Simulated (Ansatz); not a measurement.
# Convergence study of zone-centre phonons against the mesh for Al (P6_3/mmc, 2 atoms in the cell)

```
Al
1.0
    2.82090     0.00000     0.00000
   -1.41045     2.44297     0.00000
    0.00000     0.00000     4.88145
Al
2
Direct
  0.66667   0.33333   0.75000
  0.33333   0.66667   0.25000
```

Method: LDA (PW92), default PAW files made with PBE (plane waves; Ansatz, a quantum-chemistry and plane-wave program).

Base settings: basis.ecutwfc = 30.9 Ry; kpoints.mp_grid.grid = 13 13 7; hamiltonian.xc = lda; hamiltonian.pseudopotentials = {kind: paw} (the program's default PAW files); scf.occupations.method = gaussian; scf.occupations.width = 0.0073 Ry.

In this ladder: phonons.method = dfpt.

Frequencies are those of the unrelaxed cell, without the LO-TO term of polar crystals.

Only quantities that move along the ladder and can be compared are tabulated.

The starting cell comes from a database of computed structures (which also holds hypothetical and non-ambient phases and stackings), without a prior relaxation at this level. Its lattice was rescaled by up to half a per cent. In the base run, with a pressure of about -4 GPa the cell is away from its equilibrium volume at this level.

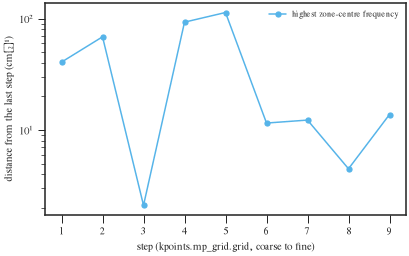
Fig. 1. Distance from the last step along the ladder; very small values are drawn at a floor.

```tsv
kpoints.mp_grid.grid	highest zone-centre frequency (cm⁻¹)
4 4 2	300.8
5 5 3	328.7
6 6 3	262.2
7 7 4	167.2
8 8 4	146.7
10 10 5	248.5
16 16 8	272.4
20 20 10	255.6
24 24 12	246.3
30 30 15	260.1
```

Coarsest kpoints.mp_grid.grid that holds the highest zone-centre frequency within 10 cm⁻¹: not settled: the last two steps still differ by 14 cm⁻¹, over half the tolerance, so the ladder does not show it.

Keys are those of Ansatz 0.2.
